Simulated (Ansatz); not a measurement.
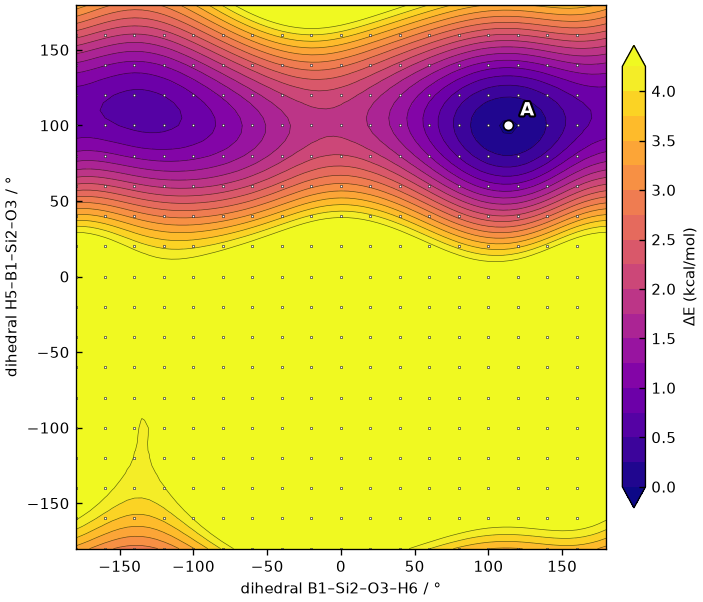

BClH2OSi, SMILES B=[Si](O)Cl. 
- The first coordinate is: dihedral B1–Si2–O3–H6; the second: dihedral H5–B1–Si2–O3.
- Nothing is relaxed (all other coordinates rigid).
- The grid has 18 × 18 points.
- Energies are in kcal/mol, from the lowest grid point.
- The calculation used RKS wB97X-V/def2-SVP (Ansatz).

The picture shows filled contours, dots at the grid points, one colour for all values above the top of the scale, the well A. Between grid points the surface is interpolated.

> Estimate the position of the minimum and the force constants in these coordinates. Take the well at A.

The interpolated minimum is at dihedral B1–Si2–O3–H6 ≈ 114°, dihedral H5–B1–Si2–O3 ≈ 100°. The curvatures there are about 0.13 eV/rad² and 0.21 eV/rad², with a cross term of about 0 eV/rad². Round the minimum the two coordinates are nearly uncoupled. (1 eV is 23.1 kcal/mol.)
